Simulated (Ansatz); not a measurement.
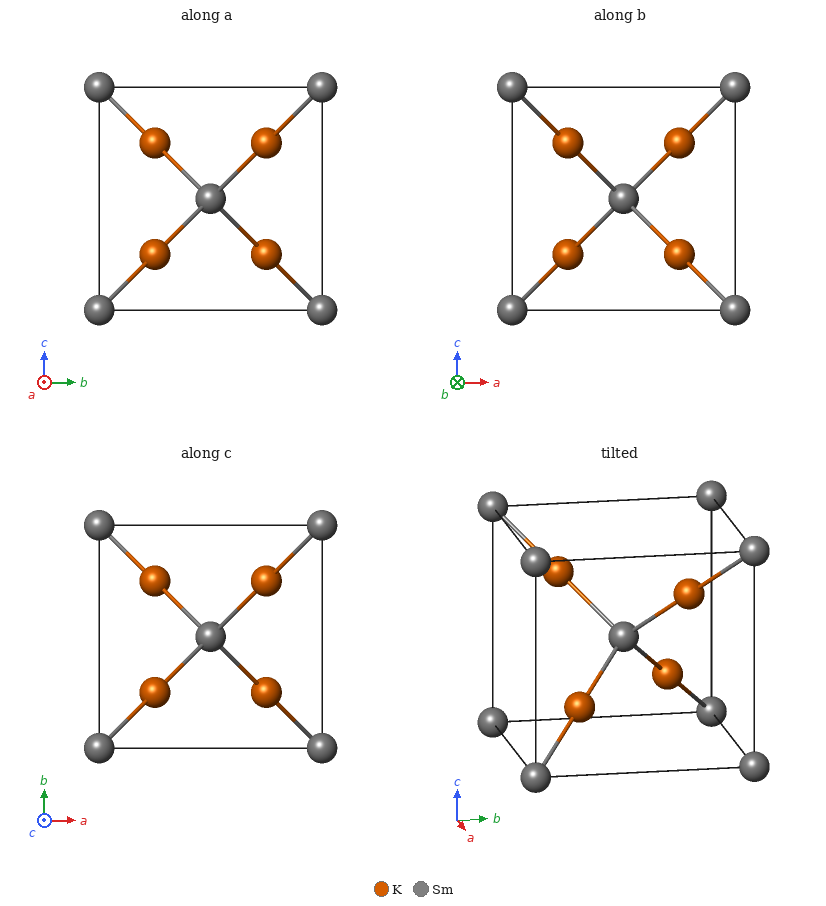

This ball-and-stick model is shown along the a axis, along the b axis, along the c axis and slightly off an axis. The wireframe shows the conventional unit cell.

Lattice parameters: a = 9.1194 Å, b = 9.1194 Å, c = 9.1194 Å, α = 90.000°, β = 90.000°, γ = 90.000°.

From the views, write a CIF with its space group and independent sites.

```cif
data_structure
_symmetry_space_group_name_H-M 'P n -3 m :1'
_symmetry_Int_Tables_number 224
_cell_length_a 9.1194
_cell_length_b 9.1194
_cell_length_c 9.1194
_cell_angle_alpha 90.000
_cell_angle_beta 90.000
_cell_angle_gamma 90.000
_cell_volume 758.40
loop_
_atom_site_label
_atom_site_type_symbol
_atom_site_symmetry_multiplicity
_atom_site_Wyckoff_symbol
_atom_site_fract_x
_atom_site_fract_y
_atom_site_fract_z
_atom_site_occupancy
K1 K 4 c 0.2500 0.7500 0.2500 1
Sm1 Sm 2 a 0.0000 0.0000 0.0000 1
```

The starting point was a structure type filled with these elements by a generator (whether the compound takes this form wasn't checked). Earlier steps of the study, as a rule a relaxation of our own, may have changed the cell and positions, so they can lie some per cent off the listed ones. It was set up as input for a calculation with Ansatz.
